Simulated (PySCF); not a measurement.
# Single-point calculation, with input and output: BSi

BSi, multiplicity 4, computed with UKS-lc_wpbe/pcseg-1, stability (PySCF 2.14.0).

Some settings of this run were made unusual or wrong on purpose.

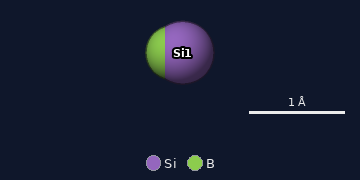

The input geometry (ball-and-stick view, seen at a tilt; atoms are numbered from 1 in the order of the input).

### Input file
```python
from pyscf import gto, dft

mol = gto.M(
    atom='Si 0 0 0; B 0 0 0.1',
    basis='pcseg-1',
    charge=0,
    spin=3,
    verbose=3,
)
mf = dft.UKS(mol, xc='lc_wpbe')
mf.kernel()
mf.stability(internal=True, external=True)
mf.dip_moment()
print('orbital energies (hartree):', [e[max(0, n-3):n+3].round(4) for e, n in zip(mf.mo_energy, mol.nelec)])
```

Hardware: 1 CPU thread, shared host.

Launch command:
```bash
OMP_NUM_THREADS=1 python input.py
```

### What the program printed
```
WARN: HOMO 0.0455906277990603 >= LUMO -0.818536179160773

WARN: HOMO -0.212364253047566 >= LUMO -0.832309830384682

WARN: HOMO -0.185539678824755 >= LUMO -0.663816205687029

WARN: HOMO -0.187541628149422 >= LUMO -0.66874245722574

WARN: HOMO -0.188781473634368 >= LUMO -0.669185569309796

WARN: HOMO -0.189084142233245 >= LUMO -0.669163445287928

WARN: HOMO -0.189266410571618 >= LUMO -0.668777510893173

WARN: HOMO -0.189231550455867 >= LUMO -0.668400827145902

WARN: HOMO -0.189202578832768 >= LUMO -0.668266839991986

WARN: HOMO -0.189198857778706 >= LUMO -0.668264698746873

WARN: HOMO -0.189198232625733 >= LUMO -0.668263980269828

WARN: HOMO -0.189198199856655 >= LUMO -0.668264410477844

converged SCF energy = -102.272776783437  <S^2> = 3.7528192  2S+1 = 4.0014093
<class 'pyscf.dft.uks.UKS'> wavefunction is stable in the internal stability analysis
<class 'pyscf.dft.uks.UKS'> wavefunction is stable in the real -> complex stability analysis
<class 'pyscf.dft.uks.UKS'> wavefunction has an UHF/UKS -> GHF/GKS instability
Dipole moment(X, Y, Z, Debye):  0.00000, -0.00000,  0.94909
orbital energies (hartree): [array([-1.0662, -0.2169, -0.1892,  0.0066,  0.0173,  0.1398]), array([-1.6938, -1.0948, -1.0379, -0.6683,  0.0147,  0.0448])]
```

### Outcome

```json
{"quantity": "outcome", "value": "converged"}
{"quantity": "SCF energy", "value": "−102.272777 hartree"}
{"quantity": "⟨S²⟩", "value": "3.753"}
{"quantity": "stability analysis", "value": "internal: stable; real -> complex: stable; UHF/UKS -> GHF/GKS: unstable"}
{"quantity": "dipole moment", "value": "0.95 D"}
{"quantity": "wall time", "value": "14 s"}
```

### What went wrong

Some settings of this run were drawn to be unusual or wrong. It converged; results that depend on the unusual settings are not reference values.
